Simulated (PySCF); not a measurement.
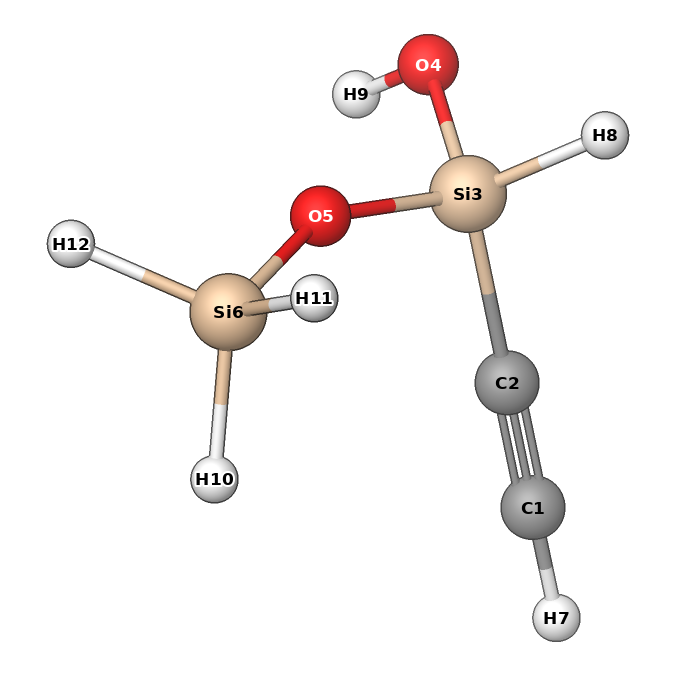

The computed structure is the end point of a PBE0-D3(BJ)/def2-SVP optimisation. No frequency run is at hand to confirm it as a minimum. Properties computed with delta-SCF UKS SCAN, pcX-2 on the ionised atom, pcseg-1 elsewhere, non-relativistic (PySCF 2.14.0).

Give the core-electron binding energies (to vacuum; p and d levels without spin–orbit splitting) of C1 1s, C2 1s, Si3 1s, Si3 2p, O4 1s, O5 1s, Si6 1s, Si6 2p.

```json
{"atom": "C1", "level": "1s", "binding energy (eV)": "290.7"}
{"atom": "C2", "level": "1s", "binding energy (eV)": "290.4"}
{"atom": "Si3", "level": "1s", "binding energy (eV)": "1844.0"}
{"atom": "Si3", "level": "2p", "binding energy (eV)": "108.4"}
{"atom": "O4", "level": "1s", "binding energy (eV)": "538.3"}
{"atom": "O5", "level": "1s", "binding energy (eV)": "537.6"}
{"atom": "Si6", "level": "1s", "binding energy (eV)": "1843.2"}
{"atom": "Si6", "level": "2p", "binding energy (eV)": "107.9"}
```
